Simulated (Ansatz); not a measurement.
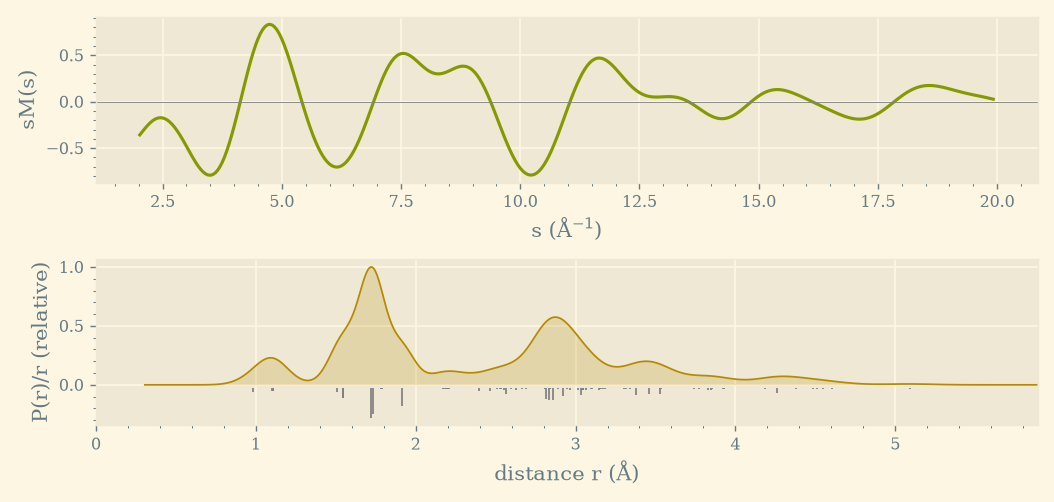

Simulated gas electron diffraction: reduced molecular intensity sM(s) from the Debye equation in the first Born approximation (top) and the radial distribution curve (bottom) of C3H9FOSi. Each pair of atoms contributes with weight ZᵢZⱼ/r (bars below the curve); damping constant 0.002 Å²; vibrational amplitudes assumed, not computed: 0.05 Å for bonds, 0.078 Å for bonds to H, 0.06 + 0.015 r up to 0.15 Å for other pairs. The geometry is the end point of an optimisation (RKS PBE/6-31G (Ansatz)); it may be a saddle point or a higher isomer. SMILES: CC(C)[SiH](O)F.

Question: Which pairs of atoms lie under the first 6 clear peaks? Mark bonded pairs by – and others by ···.

Answer: Peak 1, 1.09 Å: O–H 0.98 Å, C–H 1.10–1.11 Å (×7), not resolved
Peak 2, 1.72 Å: C–C 1.54 Å (×2), Si–F 1.72 Å, Si–O 1.73 Å, not resolved; in its flanks Si–C 1.91 Å
Peak 3, 2.21 Å: C···H 2.17–2.21 Å (×8)
Peak 4, 2.87 Å: F···O 2.81 Å, Si···C 2.83–2.86 Å (×2), F···C 2.92 Å, Si···H 3.01–3.07 Å (×4), O···C 3.03 Å, not resolved
Peak 5, 3.44 Å: C···H 3.31–3.53 Å (×5), F···C 3.38 Å, O···C 3.46–3.53 Å (×2), not resolved; in its flanks Si···H 3.83–3.85 Å
Peak 6, 4.30 Å: F···C 4.26 Å, F···H 4.38–4.61 Å (×3), O···H 4.49–4.55 Å (×2), not resolved
